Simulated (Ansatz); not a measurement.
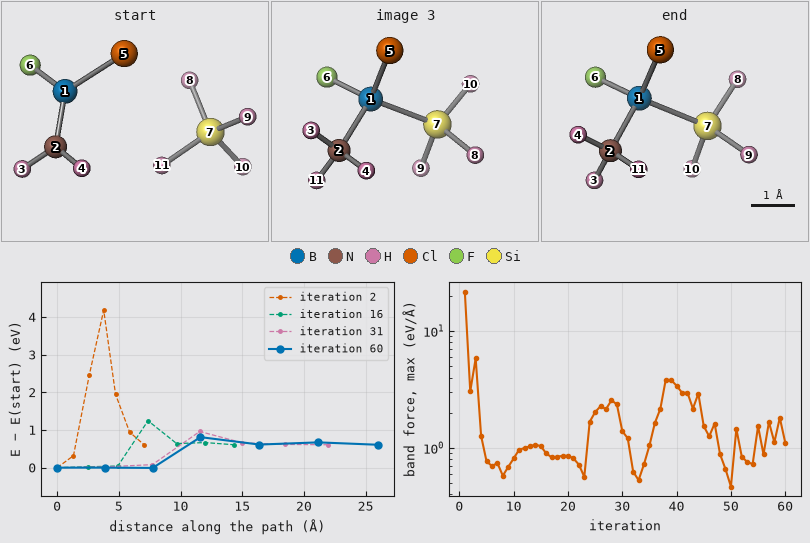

A search for the minimum-energy path of BSiNH$_{6}$ClF, made up at the start of BNH2ClF and SiH4 by the nudged elastic band. Images are numbered from 0 (start) to 6 (end). The plot follows the band through its iterations. The picture is a ball-and-stick view, seen at a tilt.

Method: RKS CAM-B3LYP-D4/def2-SVP in Ansatz 0.2.0. Run with 5 movable images; climbing image; force threshold 0.05 eV/Å; iteration limit 60; starting path through a guess of the saddle point.

Did the band converge, and can the barrier be trusted?

The result isn't final. The band hadn't converged when the run stopped after 60 iterations. The largest component of the band force went from 22 to 1.1 eV/Å. The barrier read from it is provisional: over the last two iterations the highest image moved from 0.84 eV to 0.81 eV. The first iteration put the highest image at 6.80 eV. Forward barrier 0.81 eV, backward barrier 0.20 eV, with image 3 at the top; the reaction energy is +0.61 eV. Image 2 lies below both ends, at −0.01 eV, which may mean an intermediate minimum or an end that is no minimum. The profile has 2 maxima (images 3, 5) with a dip at image 4 (+0.61 eV), which on an unconverged band is provisional.

Limits of the set-up: the start holds two separate molecules, 3.0 Å apart at their closest, whose relative position is a soft coordinate.

The run took 7.5 min on 4 threads of Intel(R) Xeon(R) Platinum 8488C (Sapphire Rapids) (shared host), peak memory 0.31 GiB.
